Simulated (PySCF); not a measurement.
SMILES CC(C)(C)[SiH2]C=O at its GFN2-xTB optimised geometry (Å):

```
19

C      0.0409    -0.8159     1.2714
C      0.5352    -0.1200     0.0000
C      2.0649    -0.1200     0.0000
C      0.0381     1.3283     0.0000
Si    -0.1063    -1.0376    -1.5647
C     -2.0197    -1.1212    -1.4458
O     -2.7678    -0.4174    -2.0749
H      0.4420    -0.3166     2.1534
H     -1.0451    -0.7881     1.3346
H      0.3612    -1.8556     1.2983
H      2.4527    -1.1358     0.0247
H      2.4536     0.3702    -0.8897
H      2.4444     0.4106     0.8729
H     -1.0496     1.3689    -0.0073
H      0.4036     1.8648    -0.8732
H      0.3911     1.8496     0.8897
H      0.3725    -2.4253    -1.5705
H      0.2597    -0.3179    -2.7825
H     -2.4536    -1.8648    -0.7397
```

Calculation: B3LYP/def2-SVP (PySCF). Cells within 0.4 Å of a nucleus heavier than hydrogen are left out (blank, or x).

Map of the Laplacian of the electron density (e/bohr⁵), clipped to [-1.50, 1.50] on the plane z = 0.0 Å:

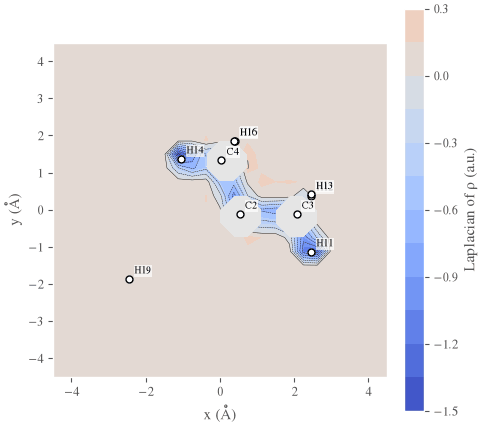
Laplacian of the electron density (e/bohr⁵), clipped to [-1.50, 1.50] on the plane z = 0.0 Å.
